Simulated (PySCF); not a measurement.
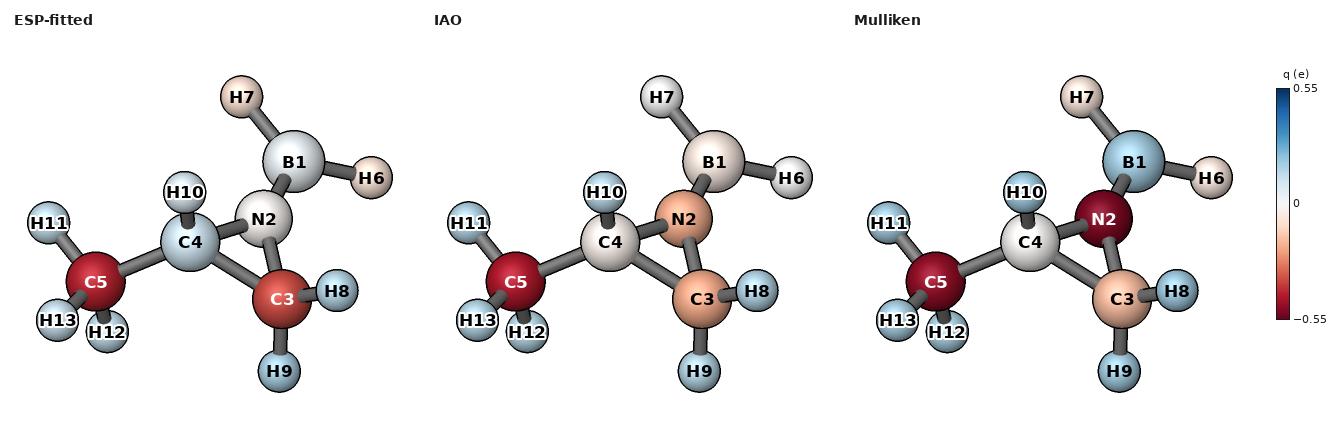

Atomic charges of one calculation by 3 schemes, on one colour scale. The computed structure is the end point of a PBE0-D3(BJ)/def2-SVP optimisation. No frequency run is at hand to confirm it as a minimum. Method: PBE0/6-31G (PySCF 2.14.0).

> Which scheme gives the most polar picture (largest mean size of the charges)?

The Mulliken charges are the largest in size here, and the IAO charges the smallest.

> On which atom do the schemes disagree most?

On N2 (from −0.52 to −0.02 e).

List the charges (e), one line for each set of equivalent atoms.

| atom | ESP-fitted | IAO | Mulliken |
| --- | --- | --- | --- |
| B1 | 0.04 | −0.05 | 0.18 |
| N2 | −0.02 | −0.20 | −0.52 |
| C3 | −0.36 | −0.20 | −0.17 |
| C4 | 0.11 | −0.03 | −0.01 |
| C5 | −0.42 | −0.44 | −0.48 |
| H6 | −0.07 | 0.00 | −0.05 |
| H7 | −0.08 | 0.00 | −0.06 |
| H8 | 0.15 | 0.16 | 0.19 |
| H9 | 0.17 | 0.15 | 0.19 |
| H10 | 0.08 | 0.15 | 0.19 |
| H11 | 0.13 | 0.16 | 0.18 |
| H12 | 0.14 | 0.15 | 0.17 |
| H13 | 0.12 | 0.15 | 0.17 |
